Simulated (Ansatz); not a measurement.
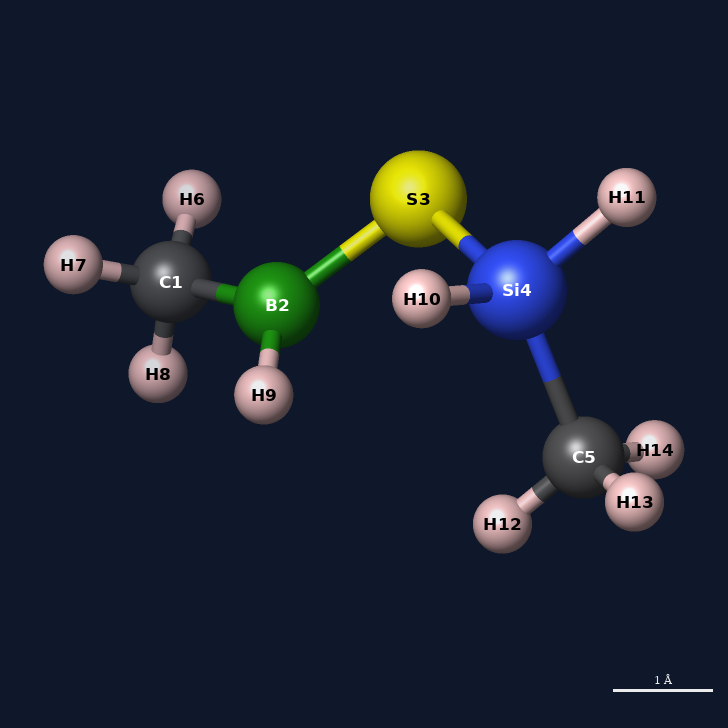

The atoms are numbered. Computed geometry: PBE-D4/def2-SVP optimisation. No frequency run is at hand to confirm it as a minimum.

Which atoms are bonded, and how long are the bonds?

| bond | length (Å) | order |
| --- | --- | --- |
| C1–B2 | 1.567 | single |
| C1–H6 | 1.107 | single |
| C1–H7 | 1.114 | single |
| C1–H8 | 1.113 | single |
| B2–S3 | 1.802 | single |
| B2–H9 | 1.222 | single |
| S3–Si4 | 2.188 | single |
| Si4–C5 | 1.883 | single |
| Si4–H10 | 1.503 | single |
| Si4–H11 | 1.504 | single |
| C5–H12 | 1.108 | single |
| C5–H13 | 1.110 | single |
| C5–H14 | 1.108 | single |
